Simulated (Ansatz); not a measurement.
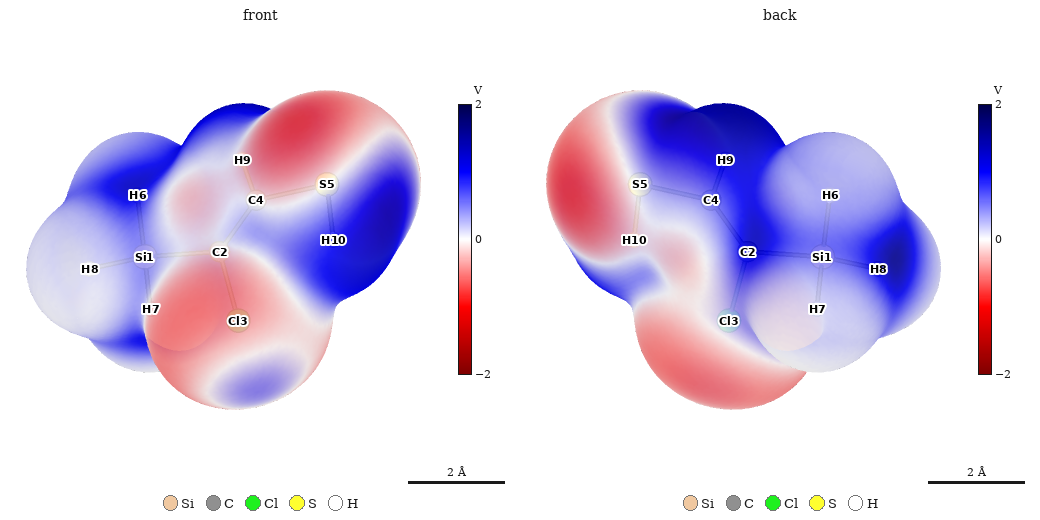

The picture shows: C2H5ClSSi. The electrostatic potential painted on the density surface at 0.002 e/bohr³, seen from the front and from behind; the colour scale runs from red (negative) to blue (positive).

Theory: RHF/6-31G* in Ansatz 0.2.0.

```xyz
10

Si   -1.4027   -0.9681   -0.1042
C     0.3017   -0.1736   -0.1226
Cl    1.5905   -1.1824   -0.7652
C     0.5410    1.0548    0.3125
S     2.0232    1.9916    0.3930
H    -2.3410    0.0219    0.4560
H    -1.8048   -1.3302   -1.4735
H    -1.3860   -2.1802    0.7316
H    -0.2929    1.6177    0.6921
H     2.8541    1.0972   -0.1168
```

Q: Which sites attract a positive test charge, and which a negative one?

A: A positive charge is drawn to the negative regions and a negative charge to the positive ones. The most negative region (about −0.7 V, or −16 kcal/mol for a unit charge) lies over S5, the most positive (about +1.5 V, or +35 kcal/mol for a unit charge) over Si1 and H9. Cl3 shows a σ-hole: about +0.5 V, or +12 kcal/mol for a unit charge at the tip opposite its bond, against about −0.2 V on its flanks.
